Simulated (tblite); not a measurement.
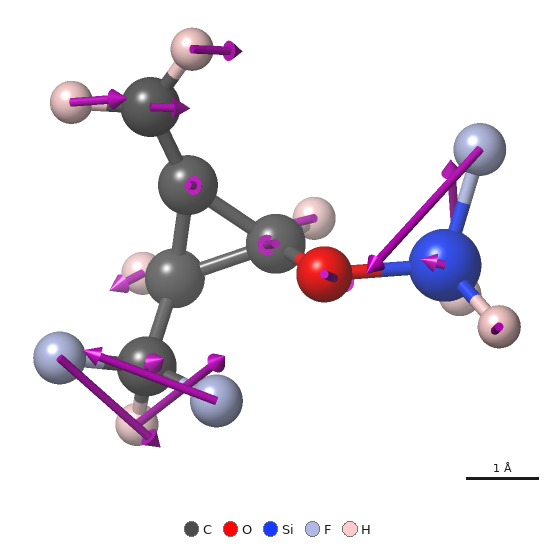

A relaxation of C5H7F3OSi. The starting structure is drawn; purple arrows show the displacements, at their true length. The two geometries are superimposed by the best rigid fit.

The picture is a ball-and-stick view, seen at a tilt.

Level of theory: tblite 0.8.0, GFN2-xTB geometry optimisation, gas phase. 

Q: What did the optimiser do to the structure, and how much energy did it gain?

A: After 268 geometry steps the energy has fallen by 29.0 kcal/mol. The largest move after the best rigid fit is that of an F atom, 2.70 Å. Largest moves by element: F 2.70 Å, H 2.41 Å, O 1.48 Å, C 0.79 Å, Si 0.35 Å. Among the contacts that change: O–Si 1.709 → 1.612 Å, F–Si 1.691 → 1.613 Å, C–C 1.520 → 1.464 Å, C–H 1.133 → 1.097 Å. Bond angles that change, for instance: C–O–Si 109.3° → 134.6°, O–Si–H 111.0° → 100.6°, C–C–O 111.4° → 121.8°. Groups turn about C–C by about 145°, C–O by about 120°. Cost: 3.5 s on 1 thread of Arm Neoverse N1, on a shared host.
